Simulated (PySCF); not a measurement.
Consider C2H4B2ClP.

```csv
atom,x (Å),y (Å),z (Å)
B,-2.4721,0.3953,0.0755
P,-0.8975,-0.0698,-0.6693
B,0.6800,0.5497,0.0537
Cl,0.7157,2.1574,0.6882
C,1.9386,-0.2772,0.0481
C,2.9452,-0.9401,0.0583
H,-2.5801,1.4625,0.5408
H,-3.3808,-0.3365,0.0155
H,-0.7649,-1.4199,-0.8974
H,3.8248,-1.5168,0.0642
```

Geometry: GFN2-xTB.

All numbers below come from PySCF, wB97X-D/def2-SVPD, SCF density, gas phase.

Question: What will maps of the electron density and electron localisation function show?

Answer: C–C (1.21 Å): ρ at the midpoint is about 2.7 e/Å³; the ELF peaks at about 0.85 between the atoms (a short, multiple covalent bond).
C–B (1.51 Å): the density is about 1.5 e/Å³ at the midpoint; the ELF peaks at about 1 between the atoms: a covalent bond.
B–Cl (1.73 Å): the density is about 1.4 e/Å³ at the midpoint; the ELF peaks at about 0.90 between the atoms; a polar covalent bond.
C–H (1.05 Å): ρ is about 2.1 e/Å³ halfway; the ELF climbs to about 1 towards the hydrogen, as it does in any bond to H: an ordinary covalent bond to hydrogen.

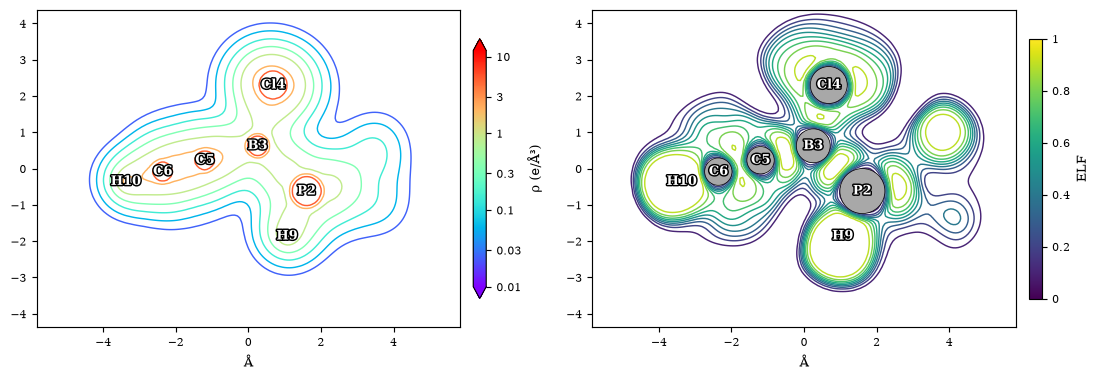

Computed electron density and electron localisation function on the plane of atoms Cl4, B3 and C5, in this order. Grey discs cover the atomic cores in the ELF map. 
